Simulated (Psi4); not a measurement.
# A workflow on BHOF2 (difluorohydroxyborane)

We compute a structure relaxation (CAM-B3LYP/6-31G*), then vibrational wavenumbers, then a single-point energy (SCS-MP2/aug-cc-pVDZ), then the excited states (TDA-CAM-B3LYP/6-31G*) of BHOF2 (difluorohydroxyborane). 

The calculation is run with Psi4 1.11.

## Step 1: Starting point

BHOF2: 5 atoms, total charge 0, spin state singlet. As SMILES, `OB(F)F`. The shape is that of a PBE0-D4/def2-TZVP optimisation. The run starts from this shape.

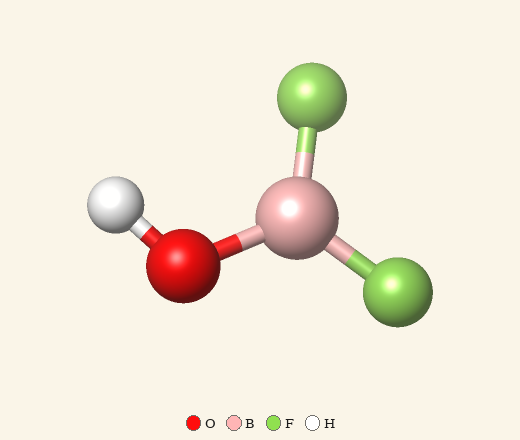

The structure, seen from a chosen angle (oxygen red, boron pink, fluorine green, hydrogen white).

## Step 2: A structure relaxation at CAM-B3LYP/6-31G(d) (density fitting, Cartesian functions) (run 1)

The input, calc.inp:

```
memory 1600 mb

molecule m {
  0 1
  O      0.038630     1.000750     0.174310
  B      0.105760    -0.342460     0.137210
  F      0.731030    -0.986880     1.100700
  F     -0.439530    -1.051930    -0.843330
  H     -0.435890     1.380520    -0.568880
  units angstrom
  symmetry c1
}

set {
  geom_maxiter 60
}

opt("cam-b3lyp/6-31G*")
```

Started as:

```console
$ psi4 -i calc.inp -o calc.out -n 1
```

calc.out:

```text
[...]
  Running in c1 symmetry.
[...]
  Nuclear repulsion =  112.725598717264262
[...]
  Multiplicity = 1
[...]
  Nalpha       = 16
  Nbeta        = 16
[...]
    Number of basis functions: 62
[...]
   @DF-RKS iter   1:  -300.29319463933587   -4.95738e-01   1.07653e-02 DIIS/ADIIS
[...]
   @DF-RKS iter   7:  -300.44345249995234   -6.25278e-13   2.29075e-09 DIIS
[...]
    Orbital Energies [Eh]
    ---------------------
    Doubly Occupied:
       1A    -24.784681     2A    -24.779333     3A    -19.258212
       4A     -6.944991     5A     -1.309552     6A     -1.279670
       7A     -1.129414     8A     -0.668023     9A     -0.629104
      10A     -0.595537    11A     -0.561468    12A     -0.522920
      13A     -0.495127    14A     -0.483168    15A     -0.452508
      16A     -0.430467
[...]
  @DF-RKS Final Energy:  -300.44345249995234
   => Energetics <=
    Nuclear Repulsion Energy =            112.6327154751148214
    One-Electron Energy =                -640.1888462161655298
    Two-Electron Energy =                 252.3177660640811837
    DFT Exchange-Correlation Energy =     -25.2050878229827617
    Empirical Dispersion Energy =           0.0000000000000000
    VV10 Nonlocal Energy =                  0.0000000000000000
    Total Energy =                       -300.4434524999523433
[...]
  -Total Gradient:
     Atom            X                  Y                   Z
    ------   -----------------  -----------------  -----------------
       1        0.000002857472     0.000118096665    -0.000054337768
       2       -0.000060659363    -0.000196399486     0.000110460105
       3        0.000035768579    -0.000095585121    -0.000035209050
       4        0.000050381242    -0.000018711816     0.000005091392
       5        0.000083833558    -0.000111831599     0.000122033243
[...]
```

The script printed:

```text
Optimizer: Optimization complete!
```

Wall time 32 s (1 thread of Intel Xeon Platinum 8259CL at 2.50GHz (Skylake/Cascade Lake), shared host); peak memory 0.45 GiB.

Steps, from the record of the run:

| step | energy from the first frame kept (eV) | largest force (eV/Å) |
| --- | --- | --- |
| 0 | 0.0000 | 0.2893 |
| 1 | -0.0012 | 0.0480 |
| 2 | -0.0013 | 0.0232 |
| 3 | -0.0013 | 0.0279 |
| 4 | -0.0013 | 0.0120 |

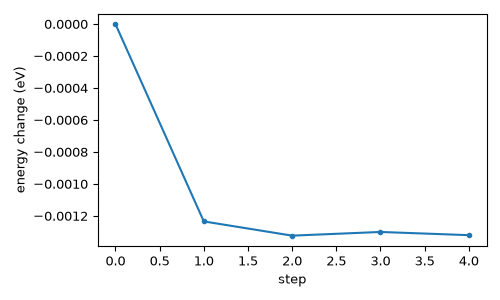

Energy along the run.

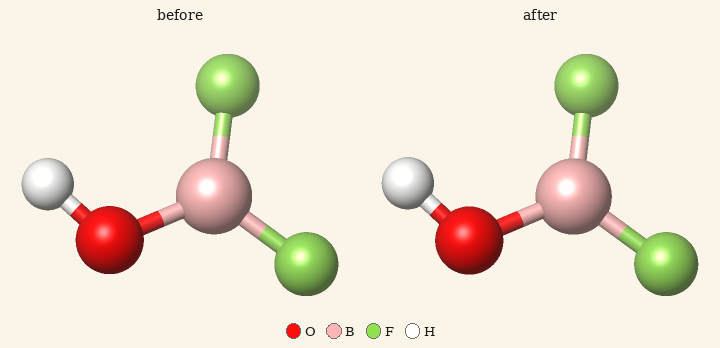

Before and after, at one scale.

After the run. Bond lengths: O1–B2 1.347 Å, B2–F3 1.318 Å, B2–F4 1.328 Å, O1–H5 0.966 Å. Angles: O1–B2–F3 119.6°, O1–B2–F4 121.8°, F3–B2–F4 118.5°, B2–O1–H5 112.4°.

## Step 3: The harmonic vibrations at CAM-B3LYP/6-31G(d) (density fitting, Cartesian functions) (run 2)

The input, bf2ho.xyz:

```xyz
5
BF2HO
O      0.040295     1.001108     0.177152
B      0.106744    -0.343803     0.139328
F      0.731628    -0.992613     1.100783
F     -0.441908    -1.045045    -0.846630
H     -0.439529     1.367788    -0.576476
```

The input, run.py:

```python
import psi4

psi4.set_memory(1600000000)
psi4.set_num_threads(1)
psi4.set_output_file('psi4.out', False)

with open('bf2ho.xyz') as f:
    atoms = ''.join(f.readlines()[2:])
m = psi4.geometry('0 1\n' + atoms + 'symmetry c1')

psi4.set_options(dict(basis='6-31G*', t=600.0, rotational_symmetry_number=1))

energy_value = psi4.frequencies("cam-b3lyp", molecule=m)
print(f'total energy {energy_value:.8f} hartree = {energy_value * 27.211386:.5f} eV')
```

Started as:

```console
$ python run.py
```

psi4.out:

```text
[...]
  Running in c1 symmetry.
[...]
  Nuclear repulsion =  112.632718740522819
[...]
  Multiplicity = 1
[...]
  Nalpha       = 16
  Nbeta        = 16
[...]
    Number of basis functions: 62
[...]
   @DF-RKS iter   1:  -300.29323368672971   -5.00783e-01   1.07552e-02 ADIIS/DIIS
[...]
   @DF-RKS iter  11:  -300.44344918090201   -1.64846e-12   3.16452e-09 DIIS
[...]
  @DF-RKS Final Energy:  -300.44344918090201
   => Energetics <=
    Nuclear Repulsion Energy =            112.6252763185734835
    One-Electron Energy =                -640.1764370232667716
    Two-Electron Energy =                 252.3121470040883878
    DFT Exchange-Correlation Energy =     -25.2044354802971213
    Empirical Dispersion Energy =           0.0000000000000000
    VV10 Nonlocal Energy =                  0.0000000000000000
    Total Energy =                       -300.4434491809020074
[...]
  -Total Gradient:
     Atom            X                  Y                   Z
    ------   -----------------  -----------------  -----------------
       1        0.000953722990    -0.000670809631     0.001503433049
       2       -0.000082778375    -0.000212859006     0.000056007737
       3        0.000029096381    -0.000093990433    -0.000066862018
       4        0.000083686036     0.000036149030     0.000086868325
       5       -0.000874632743     0.000633940460    -0.001438178860
[...]
  ==> Harmonic Vibrational Analysis <==
[...]
  Freq [cm^-1]                 442.9698            474.7246            545.5534
[...]
  IR activ [km/mol]            26.1829              4.4267             105.0087
[...]
  Freq [cm^-1]                 686.4100            899.6180           1026.1596
[...]
  IR activ [km/mol]            109.8761             6.4115             124.3701
[...]
  Freq [cm^-1]                1480.6791           1530.0777           3848.0907
[...]
```

Standard output:

```text
Warning: used thermodynamics relations inappropriate for low-frequency modes: ['442.9698' '474.7246' '545.5534']
total energy -300.44345251 hartree = -8175.48276 eV
```

Wall time 2.7 min (1 thread of Intel Xeon Platinum 8259CL at 2.50GHz (Skylake/Cascade Lake), shared host); peak memory 0.44 GiB.

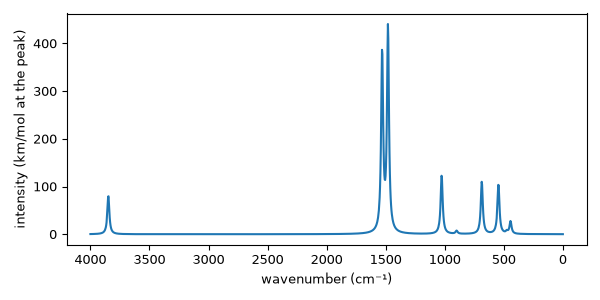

Harmonic infrared spectrum, unscaled, lines broadened by 10 cm⁻¹.

## Step 4: A single-point energy at SCS-MP2/aug-cc-pVDZ (density fitting) (run 3)

The input, job.py:

```python
import psi4

psi4.set_memory(1600000000)
psi4.set_num_threads(1)
psi4.set_output_file('output.dat', False)

molecule = psi4.geometry("""
O
B 1 1.347083
F 2 1.317509 1 119.64099
F 2 1.328485 3 118.52453 1 179.9421
H 1 0.965733 2 112.43752 3 179.96924
symmetry c1
""")

psi4.set_options(dict(freeze_core='true'))

result, w = psi4.energy("scs-mp2/aug-cc-pVDZ", return_wfn=True)
print(f'scs-mp2/aug-cc-pVDZ energy: {result:.10f} Eh')
for k, v in sorted(psi4.core.scalar_variables().items()):
    print(f'{k:45s} {v:18.10f}')
```

Started as:

```console
$ python job.py
```

output.dat:

```text
[...]
  Running in c1 symmetry.
[...]
  Nuclear repulsion =  112.632714406985627
[...]
  Multiplicity = 1
[...]
  Nalpha       = 16
  Nbeta        = 16
[...]
    Number of basis functions: 101
[...]
   @RHF iter   1:  -299.11497547651561   -9.99550e-01   5.59135e-03 DIIS/ADIIS
[...]
   @RHF iter  11:  -299.22954391117156   -4.03588e-12   8.06425e-09 DIIS
[...]
  @RHF Final Energy:  -299.22954391117156
   => Energetics <=
    Nuclear Repulsion Energy =            112.6327144069856274
    One-Electron Energy =                -639.6268461907017127
    Two-Electron Energy =                 227.7645878725444959
    Total Energy =                       -299.2295439111715609
[...]
 Multipole Moments:
 ------------------------------------------------------------------------------------
     Multipole            Electronic (a.u.)      Nuclear  (a.u.)        Total (a.u.)
 ------------------------------------------------------------------------------------
 L = 1.  Multiply by 2.5417464519 to convert [e a0] to [Debye]
 Dipole X            :          0.0004895            0.0000052            0.0004947
 Dipole Y            :         -0.2434834            0.8692084            0.6257249
 Dipole Z            :          2.3232364           -2.8211066           -0.4978703
 Magnitude           :                                                    0.7996291
[...]
	SCS-MP2 Total Energy (a.u.)        :  -299.88507287081660
	SOS-MP2 Total Energy (a.u.)        :  -299.82273798200384
	SCSN-MP2 Total Energy (a.u.)       :  -299.55867212410311
[...]
	SOS-PI-MP2 Total Energy (a.u.)     :  -299.92160366047591
[...]
	MP2 Total Energy (a.u.)            :  -299.91087696997022
[...]
```

The script printed:

```text
scs-mp2/aug-cc-pVDZ energy: -299.8850728708 Eh
CURRENT CORRELATION ENERGY                         -0.6555289596
CURRENT ENERGY                                   -299.8850728708
CURRENT REFERENCE ENERGY                         -299.2295439112
DD SOLVATION ENERGY                                 0.0000000000
HF KINETIC ENERGY                                 299.0352394461
HF POTENTIAL ENERGY                              -598.2647833573
HF TOTAL ENERGY                                  -299.2295439112
HF VIRIAL RATIO                                     2.0006497711
MP2 CORRELATION ENERGY                             -0.6813330588
MP2 DOUBLES ENERGY                                 -0.6813330588
MP2 OPPOSITE-SPIN CORRELATION ENERGY               -0.4943283924
MP2 SAME-SPIN CORRELATION ENERGY                   -0.1870046664
MP2 SINGLES ENERGY                                  0.0000000000
MP2 TOTAL ENERGY                                 -299.9108769700
NUCLEAR REPULSION ENERGY                          112.6327144070
ONE-ELECTRON ENERGY                              -639.6268461907
PCM POLARIZATION ENERGY                             0.0000000000
PE ENERGY                                           0.0000000000
SCF ITERATION ENERGY                             -299.2295439112
SCF ITERATIONS                                     11.0000000000
SCF TOTAL ENERGY                                 -299.2295439112
SCS(N)-MP2 CORRELATION ENERGY                      -0.3291282129
SCS(N)-MP2 TOTAL ENERGY                          -299.5586721241
SCS-MP2 CORRELATION ENERGY                         -0.6555289596
SCS-MP2 TOTAL ENERGY                             -299.8850728708
SCS-MP2-VDW CORRELATION ENERGY                     -0.7262426754
SCS-MP2-VDW TOTAL ENERGY                         -299.9557865866
SOS-MP2 CORRELATION ENERGY                         -0.5931940708
SOS-MP2 TOTAL ENERGY                             -299.8227379820
SOS-PI-MP2 CORRELATION ENERGY                      -0.6920597493
SOS-PI-MP2 TOTAL ENERGY                          -299.9216036605
TWO-ELECTRON ENERGY                               227.7645878725
```

Wall time 13 s (1 thread of Intel Xeon Platinum 8259CL at 2.50GHz (Skylake/Cascade Lake), shared host); peak memory 0.62 GiB.

## Step 5: The vertical excitations at TDA-CAM-B3LYP/6-31G(d) (density fitting, Cartesian functions, save jk yes) (run 4)

The input, calc.in:

```
memory 1600 MB

molecule {
  0 1
  O      0.07614651     1.89181994     0.33476876
  B      0.20171693    -0.64969351     0.26329176
  F      1.38257655    -1.87576672     2.08017839
  F     -0.83508509    -1.97484884    -1.59989883
  H     -0.83058943     2.58474472    -1.08938176
  units au
  symmetry c1
}

set globals {
  basis 6-31G*
  save_jk true
}

from psi4.driver.procrouting.response.scf_response import tdscf_excitations
e_tot, wfn = energy('cam-b3lyp', return_wfn=True)
states = tdscf_excitations(wfn, states=4, tda=True)
```

Started as:

```console
$ psi4 calc.in calc.out -n 1
```

calc.out:

```text
[...]
  Running in c1 symmetry.
[...]
  Nuclear repulsion =  112.632718769038064
[...]
  Multiplicity = 1
[...]
  Nalpha       = 16
  Nbeta        = 16
[...]
    Number of basis functions: 62
[...]
   @DF-RKS iter   1:  -300.29323368466657   -5.00783e-01   1.07552e-02 DIIS/ADIIS
[...]
   @DF-RKS iter   8:  -300.44345251081643   -2.85246e-09   8.32538e-07 DIIS
[...]
  @DF-RKS Final Energy:  -300.44345251081643
   => Energetics <=
    Nuclear Repulsion Energy =            112.6327187690380640
    One-Electron Energy =                -640.1888289422037133
    Two-Electron Energy =                 252.3177427652981351
    DFT Exchange-Correlation Energy =     -25.2050851029489529
    Empirical Dispersion Energy =           0.0000000000000000
    VV10 Nonlocal Energy =                  0.0000000000000000
    Total Energy =                       -300.4434525108164280
[...]
 Multipole Moments:
 ------------------------------------------------------------------------------------
     Multipole            Electronic (a.u.)      Nuclear  (a.u.)        Total (a.u.)
 ------------------------------------------------------------------------------------
 L = 1.  Multiply by 2.5417464519 to convert [e a0] to [Debye]
 Dipole X            :          0.2340641           -0.5890950           -0.3550309
 Dipole Y            :         -2.3573812            2.8152435            0.4578623
 Dipole Z            :          0.1286439           -0.6644811           -0.5358372
 Magnitude           :                                                    0.7891808
[...]
                                    Excitation Energy         Total Energy        Oscillator Strength             Rotatory Strength
[...]
Excited State    1 (1 A):   0.36525 au   124.75 nm f = 0.0137
[...]
Excited State    2 (1 A):   0.39425 au   115.57 nm f = 0.0298
[...]
```

Run time: 15 s. Hardware: 1 thread of Intel Xeon Platinum 8259CL at 2.50GHz (Skylake/Cascade Lake), shared host; peak memory 0.42 GiB.

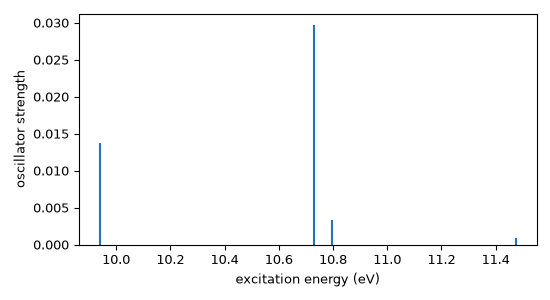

Vertical excitations as sticks.

The roots found:

| excited state | energy (eV) | strength | label |
| --- | --- | --- | --- |
| 1 | 9.939 | 0.0137 | A 1 |
| 2 | 10.728 | 0.0298 | A 1 |
| 3 | 10.795 | 0.0034 | A 1 |
| 4 | 11.474 | 0.0009 | A 1 |

## Step 6: What came out

| quantity | value |
| --- | --- |
| run 1, CAM-B3LYP/6-31G*: total energy at the end | -300.44345 Eh |
| run 1, CAM-B3LYP/6-31G*: dipole moment | 2.01 D |
| run 1, CAM-B3LYP/6-31G*: HOMO energy | -11.71 eV |
| run 1, CAM-B3LYP/6-31G*: LUMO energy | 2.90 eV |
| run 1, CAM-B3LYP/6-31G*: HOMO–LUMO gap | 14.61 eV |
| run 2, CAM-B3LYP/6-31G*: lowest harmonic wavenumber | 443 cm⁻¹ |
| run 2, CAM-B3LYP/6-31G*: highest harmonic wavenumber | 3848 cm⁻¹ |
| run 2, CAM-B3LYP/6-31G*: zero-point energy | 65.4 kJ/mol |
| run 2, CAM-B3LYP/6-31G*: ideal-gas entropy at 600 K (symmetry number 1 as used) | 76.5 cal/(mol K) |
| run 3, SCS-MP2/aug-cc-pVDZ: total energy | -299.88507 Eh |
| run 3, SCS-MP2/aug-cc-pVDZ: HOMO energy (Hartree–Fock orbitals) | -15.34 eV |
| run 3, SCS-MP2/aug-cc-pVDZ: LUMO energy (Hartree–Fock orbitals) | 0.89 eV |
| run 3, SCS-MP2/aug-cc-pVDZ: HOMO–LUMO gap (Hartree–Fock orbitals) | 16.23 eV |
| run 3, SCS-MP2/aug-cc-pVDZ: correlation energy (4 core orbitals frozen) | -655.5 mEh |
| run 4, TDA-CAM-B3LYP/6-31G*: ground-state or mean-field energy | -300.44345 Eh |
| run 4, TDA-CAM-B3LYP/6-31G*: dipole moment (CAM-B3LYP Kohn–Sham density) | 2.01 D |
| run 4, TDA-CAM-B3LYP/6-31G*: HOMO energy (CAM-B3LYP Kohn–Sham orbitals) | -11.71 eV |
| run 4, TDA-CAM-B3LYP/6-31G*: LUMO energy (CAM-B3LYP Kohn–Sham orbitals) | 2.90 eV |
| run 4, TDA-CAM-B3LYP/6-31G*: HOMO–LUMO gap (CAM-B3LYP Kohn–Sham orbitals) | 14.61 eV |
| run 4, TDA-CAM-B3LYP/6-31G*: lowest excitation energy | 9.94 eV |

The optimisation (run 1, CAM-B3LYP/6-31G*) took 5 steps and changed the energy by -0.001 eV. All 9 modes (run 2, CAM-B3LYP/6-31G*) are real, so the shape is a minimum at this level. The brightest of the 4 transitions from the ground state lies at 10.73 eV (116 nm, f = 0.030); the lowest, at 9.94 eV, has f = 0.014. The basis has no diffuse functions, so Rydberg states are missing or pushed up, and the true lowest state may lie lower.
